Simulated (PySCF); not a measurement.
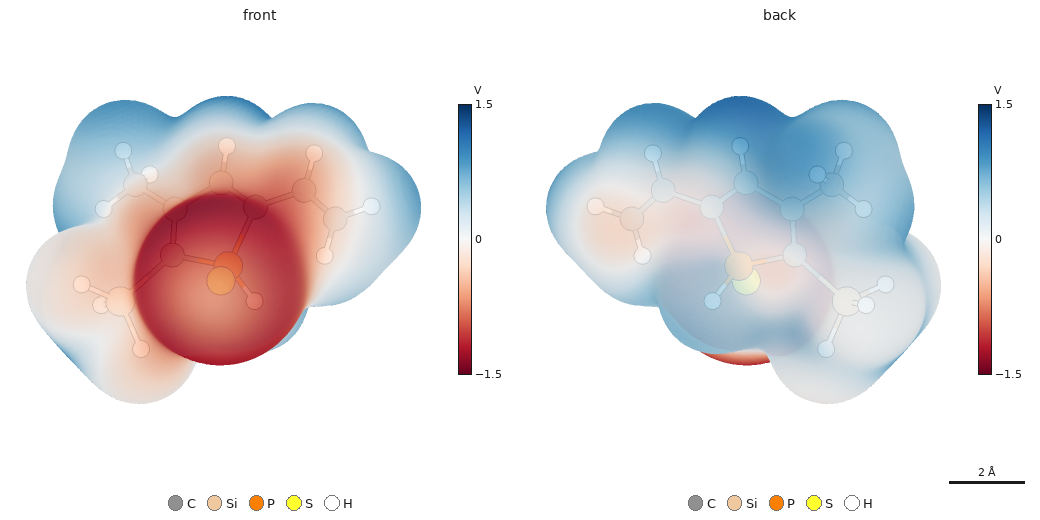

Figure 1: C7H11PSSi. The electrostatic potential painted on the density surface at 0.001 e/bohr³, seen from the front and from behind; red is negative and blue positive.

Geometry: GFN2-xTB.

Level of theory: PBE0/pcSseg-1, SCF density, gas phase, non-relativistic in PySCF.

```xyz
21

C     3.6238   -0.7597    0.2024
C     2.8608    0.1844   -0.3416
C     1.4288    0.1730   -0.2316
C     0.5424    1.0336   -0.7812
C    -0.8589    0.7676   -0.5085
C    -1.8963    1.6759   -1.0738
C    -1.1020   -0.3244    0.2540
Si   -2.7199   -1.0221    0.9109
P     0.4833   -1.0272    0.7689
S     0.8242   -1.1696    2.6651
H     3.1818   -1.5717    0.7617
H     4.6968   -0.7469    0.1275
H     3.2964    1.0047   -0.8992
H     0.8315    1.8731   -1.3966
H    -1.8019    1.7188   -2.1589
H    -1.7543    2.6860   -0.6893
H    -2.8959    1.3387   -0.8150
H    -3.6752   -1.0596   -0.2006
H    -2.4514   -2.3779    1.3864
H    -3.2119   -0.1610    1.9859
H     0.5889   -2.2187    0.0330
```

**Where is the surface potential most negative and most positive?**

The most negative region (about −1.3 V) lies over S10, the most positive (about +1.1 V) over H14.

**What dipole moment does the calculation give?**

Its dipole moment is 4.72 D.
